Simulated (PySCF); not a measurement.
# Si2H3Cl3 (SMILES Cl[SiH2][SiH](Cl)Cl) at 6 levels

Aim: a comparison of 6 runs (HF/3-21G, HF/def2-SVP, HF/aug-cc-pVDZ, B3LYP/6-31G*, r2SCAN/cc-pVDZ, CCSD(T)/def2-SVP) of Si2H3Cl3. The job is set up through a Python script.

Program for the calculation: PySCF 2.14.0.

## (1) The structure to begin with

Si2H3Cl3: 8 atoms, total charge 0, spin state singlet. As SMILES, `Cl[SiH2][SiH](Cl)Cl`. Geometry: relaxed at PBE0-D4/def2-TZVP. This is one conformer, not always the lowest.

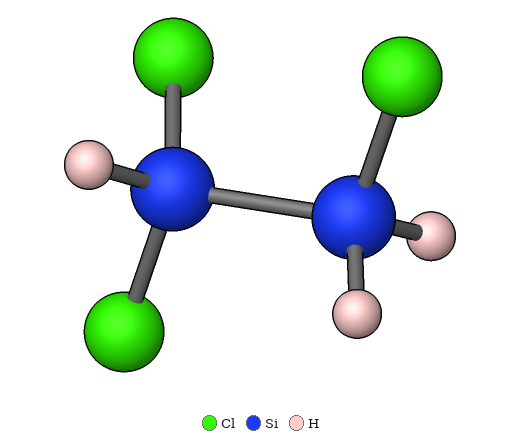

The structure, seen from a chosen angle (chlorine green, silicon blue, hydrogen pink).

## (2) Energy and gradient at HF/3-21G (run 1)

Contents of job.py:

```python
import pyscf.grad
from pyscf import gto

molecule = gto.M(
    atom='''
Cl  -0.458700   0.128400   2.609600
Si  -0.094300   0.920800   0.747300
Si   0.244600  -0.847400  -0.744100
Cl  -1.463100  -1.970500  -0.848000
Cl   0.656700  -0.037600  -2.583800
H    1.114100   1.778000   0.825100
H   -1.266800   1.723200   0.324500
H    1.359600  -1.752000  -0.386400
''',
    spin=0,
    max_memory=1860,
    basis='3-21g',
    verbose=4,
)

myscf = molecule.RHF()
myscf.conv_tol = 1e-10
myscf.kernel()
if not myscf.converged:
    myscf = myscf.newton().run(myscf.mo_coeff, myscf.mo_occ)

energy = myscf.e_tot
print('E(%s) = %.9f' % ('HF', energy))
grad = myscf.Gradients().kernel()
dip = myscf.dip_moment()
pop, q = myscf.mulliken_pop()
```

Launch:

```console
$ OMP_NUM_THREADS=1 python job.py
```

The log of the run:

```text
PySCF version 2.14.0

[... 62 lines left out ...]
converged SCF energy = -1948.53067498458
[... 12 lines left out ...]
Dipole moment(X, Y, Z, Debye):  1.83231,  1.59061,  0.21471
[... 41 lines left out ...]
pop of  3 Cl 2s           1.95912
pop of  3 Cl 3s           1.10959
pop of  3 Cl 4s           0.95262
pop of  3 Cl 2px          1.96619
pop of  3 Cl 2py          1.96874
pop of  3 Cl 2pz          1.97065
pop of  3 Cl 3px          0.94731
pop of  3 Cl 3py          1.01931
pop of  3 Cl 3pz          1.07104
pop of  3 Cl 4px          0.73404
pop of  3 Cl 4py          0.81223
pop of  3 Cl 4pz          0.88393
pop of  4 Cl 1s           1.99860
pop of  4 Cl 2s           1.95907
pop of  4 Cl 3s           1.10821
pop of  4 Cl 4s           0.95329
pop of  4 Cl 2px          1.97039
pop of  4 Cl 2py          1.96977
pop of  4 Cl 2pz          1.96544
pop of  4 Cl 3px          1.06506
pop of  4 Cl 3py          1.04804
pop of  4 Cl 3pz          0.92372
pop of  4 Cl 4px          0.86674
pop of  4 Cl 4py          0.85587
pop of  4 Cl 4pz          0.72027
pop of  5 H 1s            0.42017
pop of  5 H 2s            0.70528
pop of  6 H 1s            0.41991
pop of  6 H 2s            0.69650
pop of  7 H 1s            0.42248
pop of  7 H 2s            0.68902
 ** Mulliken atomic charges  **
charge of    0Cl =     -0.43205
charge of    1Si =      0.75761
charge of    2Si =      0.82564
charge of    3Cl =     -0.39337
charge of    4Cl =     -0.40446
charge of    5H =     -0.12545
charge of    6H =     -0.11641
charge of    7H =     -0.11151
```

Run time: 9.1 s. Hardware: 1 thread of Intel Xeon at 2.50GHz (Skylake/Cascade Lake), shared host; peak memory 0.14 GiB.

## (3) Energy and forces at HF/def2-SVP (run 2)

Contents of input.xyz:

```xyz
8

Cl    -0.458700     0.128400     2.609600
Si    -0.094300     0.920800     0.747300
Si     0.244600    -0.847400    -0.744100
Cl    -1.463100    -1.970500    -0.848000
Cl     0.656700    -0.037600    -2.583800
H      1.114100     1.778000     0.825100
H     -1.266800     1.723200     0.324500
H      1.359600    -1.752000    -0.386400
```

Contents of run.py:

```python
import pyscf.grad
from pyscf import gto, scf

system = gto.Mole()
system.atom = 'input.xyz'
system.charge = 0
system.spin = 0
system.verbose = 4
system.basis = 'def2-svp'
system.max_memory = 1860
system.build()

mf = scf.RHF(system)
mf.conv_tol = 1e-10
mf.kernel()
if not mf.converged:
    mf = mf.newton().run(mf.mo_coeff, mf.mo_occ)

e_tot = mf.e_tot
print(f'total energy: {e_tot:.8f} hartree')
grad = mf.Gradients().kernel()
dip = mf.dip_moment()
pop, q = mf.mulliken_pop()
```

Launch:

```console
$ OMP_NUM_THREADS=1 python run.py
```

The log of the run:

```text
PySCF version 2.14.0

[... 62 lines left out ...]
converged SCF energy = -1957.64304269395
total energy: -1957.64304269 hartree
[... 11 lines left out ...]
Dipole moment(X, Y, Z, Debye):  0.98525,  0.84086,  0.06314
[... 75 lines left out ...]
pop of  4 Cl 3s           1.19910
pop of  4 Cl 4s           0.76201
pop of  4 Cl 2px          1.98160
pop of  4 Cl 2py          1.98127
pop of  4 Cl 2pz          1.97911
pop of  4 Cl 3px          0.73267
pop of  4 Cl 3py          0.72080
pop of  4 Cl 3pz          0.64485
pop of  4 Cl 4px          1.17594
pop of  4 Cl 4py          1.15119
pop of  4 Cl 4pz          0.98958
pop of  4 Cl 3dxy         0.00093
pop of  4 Cl 3dyz         0.00732
pop of  4 Cl 3dz^2        0.00891
pop of  4 Cl 3dxz         0.00410
pop of  4 Cl 3dx2-y2      0.00072
pop of  5 H 1s            0.74205
pop of  5 H 2s            0.35843
pop of  5 H 2px           0.00708
pop of  5 H 2py           0.00419
pop of  5 H 2pz           0.00056
pop of  6 H 1s            0.74086
pop of  6 H 2s            0.35151
pop of  6 H 2px           0.00682
pop of  6 H 2py           0.00377
pop of  6 H 2pz           0.00137
pop of  7 H 1s            0.74512
pop of  7 H 2s            0.34485
pop of  7 H 2px           0.00643
pop of  7 H 2py           0.00463
pop of  7 H 2pz           0.00116
 ** Mulliken atomic charges  **
charge of    0Cl =     -0.34139
charge of    1Si =      0.58257
charge of    2Si =      0.73070
charge of    3Cl =     -0.32195
charge of    4Cl =     -0.33110
charge of    5H =     -0.11230
charge of    6H =     -0.10432
charge of    7H =     -0.10218
```

It took 28 s on 1 thread of Intel Xeon at 2.50GHz (Skylake/Cascade Lake), shared host; peak memory 0.23 GiB.

Runs 3 to 4 aren't shown in full; the table further down has their settings and results.

## (4) Energy and gradient at r2SCAN/cc-pVDZ (run 5)

Contents of calc.py:

```python
# Cl[SiH2][SiH](Cl)Cl
from pyscf import gto, dft

mol = gto.M(
    atom='''
Cl    -0.866817     0.242641     4.931429
Si    -0.178201     1.740060     1.412192
Si     0.462227    -1.601354    -1.406145
Cl    -2.764858    -3.723705    -1.602488
Cl     1.240983    -0.071054    -4.882674
H      2.105344     3.359933     1.559213
H     -2.393905     3.256376     0.613216
H      2.569272    -3.310800    -0.730190
''',
    basis='cc-pvdz',
    unit='bohr',
    max_memory=1860,
    verbose=4,
)

mf = dft.RKS(mol, xc='r2scan')
mf.conv_tol = 1e-10
mf.grids.level = 5
mf.kernel()
if not mf.converged:
    mf = mf.newton().run(mf.mo_coeff, mf.mo_occ)

etot = mf.e_tot
print('E(%s) = %.9f' % ('R2SCAN', etot))
grad = mf.nuc_grad_method().kernel()
mf.analyze()
```

Launch:

```console
$ OMP_NUM_THREADS=1 python calc.py
```

The log of the run:

```text
PySCF version 2.14.0

[... 94 lines left out ...]
Total Energy =                       -1961.396474029121691
[... 11 lines left out ...]
MO #5   energy= -65.893826294192   occ= 2
[... 9 lines left out ...]
MO #15  energy= -7.11807302167439  occ= 2
[... 9 lines left out ...]
MO #25  energy= -3.60055785910488  occ= 2
[... 9 lines left out ...]
MO #35  energy= -0.365786949769797 occ= 2
[... 9 lines left out ...]
MO #45  energy= 0.0147620575780447 occ= 0
[... 9 lines left out ...]
MO #55  energy= 0.264880852930859  occ= 0
[... 9 lines left out ...]
MO #65  energy= 0.488052028043606  occ= 0
[... 9 lines left out ...]
MO #75  energy= 0.66516952830201   occ= 0
[... 9 lines left out ...]
MO #85  energy= 0.810500825402691  occ= 0
[... 9 lines left out ...]
MO #95  energy= 1.27993106210986   occ= 0
[... 9 lines left out ...]
MO #105 energy= 2.03080860927306   occ= 0
[... 77 lines left out ...]
pop of  4 Cl 4s           0.00158
pop of  4 Cl 2px          1.99996
pop of  4 Cl 2py          1.99996
pop of  4 Cl 2pz          1.99994
pop of  4 Cl 3px          1.90143
pop of  4 Cl 3py          1.86610
pop of  4 Cl 3pz          1.61986
pop of  4 Cl 4px          0.00117
pop of  4 Cl 4py          0.00187
pop of  4 Cl 4pz          0.00243
pop of  4 Cl 3dxy         0.00062
pop of  4 Cl 3dyz         0.00432
pop of  4 Cl 3dz^2        0.00542
pop of  4 Cl 3dxz         0.00278
pop of  4 Cl 3dx2-y2      0.00054
pop of  5 H 1s            1.06345
pop of  5 H 2s            0.00542
pop of  5 H 2px           0.00266
pop of  5 H 2py           0.00131
pop of  5 H 2pz           0.00020
pop of  6 H 1s            1.05875
pop of  6 H 2s            0.00571
pop of  6 H 2px           0.00272
pop of  6 H 2py           0.00113
pop of  6 H 2pz           0.00033
pop of  7 H 1s            1.06799
pop of  7 H 2s            0.00646
pop of  7 H 2px           0.00250
pop of  7 H 2py           0.00193
pop of  7 H 2pz           0.00031
 ** Mulliken atomic charges  **
charge of    0Cl =     -0.27677
charge of    1Si =      0.43061
charge of    2Si =      0.59679
charge of    3Cl =     -0.26147
charge of    4Cl =     -0.26829
charge of    5H =     -0.07304
charge of    6H =     -0.06864
charge of    7H =     -0.07920
Dipole moment(X, Y, Z, Debye):  0.82674,  0.76776,  0.05628
```

Run time: 2.2 min. Hardware: 1 thread of Intel Xeon at 2.50GHz (Skylake/Cascade Lake), shared host; peak memory 1.1 GiB.

## (5) The energy at CCSD(T)/def2-SVP (run 6)

Contents of calc.py:

```python
from pyscf import gto, scf, cc

mol = gto.M(
    atom='''
Cl    -0.458700     0.128400     2.609600
Si    -0.094300     0.920800     0.747300
Si     0.244600    -0.847400    -0.744100
Cl    -1.463100    -1.970500    -0.848000
Cl     0.656700    -0.037600    -2.583800
H      1.114100     1.778000     0.825100
H     -1.266800     1.723200     0.324500
H      1.359600    -1.752000    -0.386400
''',
    max_memory=1860,
    charge=0,
    spin=0,
    basis='def2-svp',
    verbose=3,
)

calc0 = scf.RHF(mol)
calc0.conv_tol = 1e-10
calc0.kernel()
if not calc0.converged:
    calc0 = calc0.newton().run(calc0.mo_coeff, calc0.mo_occ)

mycc = cc.CCSD(calc0, frozen=25)
mycc.kernel()
e_t = mycc.ccsd_t()
energy = mycc.e_tot + e_t
print('Final energy', energy)
calc0.analyze()
```

Launch:

```console
$ OMP_NUM_THREADS=1 python calc.py
```

The log of the run:

```text
converged SCF energy = -1957.64304269395
[... 9 lines left out ...]
MO #6   energy= -10.5689117530902  occ= 2
[... 8 lines left out ...]
MO #15  energy= -8.03646403107582  occ= 2
[... 8 lines left out ...]
MO #24  energy= -4.29057235075002  occ= 2
[... 8 lines left out ...]
MO #33  energy= -0.540247266945915 occ= 2
[... 8 lines left out ...]
MO #42  energy= 0.0982452687035584 occ= 0
[... 8 lines left out ...]
MO #51  energy= 0.426133757604116  occ= 0
[... 8 lines left out ...]
MO #60  energy= 0.67438751048253   occ= 0
[... 8 lines left out ...]
MO #69  energy= 0.87311298751751   occ= 0
[... 8 lines left out ...]
MO #78  energy= 1.05552000835692   occ= 0
[... 8 lines left out ...]
MO #87  energy= 1.23531428377896   occ= 0
[... 8 lines left out ...]
MO #96  energy= 1.65058353085448   occ= 0
[... 8 lines left out ...]
MO #105 energy= 2.46789865647281   occ= 0
[... 9 lines left out ...]
Dipole moment(X, Y, Z, Debye):  0.98525,  0.84086,  0.06314
```

It took 89 s on 1 thread of Intel Xeon at 2.50GHz (Skylake/Cascade Lake), shared host; peak memory 0.59 GiB.

## (6) All runs side by side

```tsv
run	level	Cartesian functions	integration grid	energy (Eh)	dipole moment (D) of the reference	HOMO energy (eV)	LUMO energy (eV)	wall time
1	HF/3-21G	no	–	-1948.530675	2.44	-11.52	1.66	9.1 s
2	HF/def2-SVP	no	–	-1957.643043	1.30	-11.05	2.67	28 s
3	HF/aug-cc-pVDZ	no	–	-1958.283799	1.29	-11.10	1.10	2.5 min
4	B3LYP/6-31G* (Cartesian functions)	yes	5	-1961.523796	1.36	-8.09	-1.22	1.8 min
5	r2SCAN/cc-pVDZ	no	5	-1961.396474	1.13	-7.31	-1.55	2.2 min
6	CCSD(T)/def2-SVP	no	–	-1958.304447	1.30	-11.05	2.67	89 s
```

## (7) Outcome

| quantity | value |
| --- | --- |
| run 6: total energy | -1958.30445 Eh |
| run 6: dipole moment (Hartree–Fock density) | 1.30 D |
| run 6: HOMO energy (Hartree–Fock orbitals) | -11.05 eV |
| run 6: LUMO energy (Hartree–Fock orbitals) | 2.67 eV |
| run 6: HOMO–LUMO gap (Hartree–Fock orbitals) | 13.73 eV |
| run 6: correlation energy (25 core orbitals frozen) | -661.4 mEh |
| run 6: (T) correction | -15.05 mEh |
| run 6: T1 diagnostic | 0.010 |

What this shows: Over runs 1, 2, 3, 4, 5 the dipole moment (its size) runs from 1.13 D (r2SCAN/cc-pVDZ) to 2.44 D (HF/3-21G). The two ends differ in method and basis. Over runs 1, 2, 3, 4, 5 the HOMO–LUMO gap runs from 5.77 eV (r2SCAN/cc-pVDZ) to 13.73 eV (HF/def2-SVP). Totals of different functionals can't be ranked against each other. All runs together took 8.7 min, the longest 2.5 min.
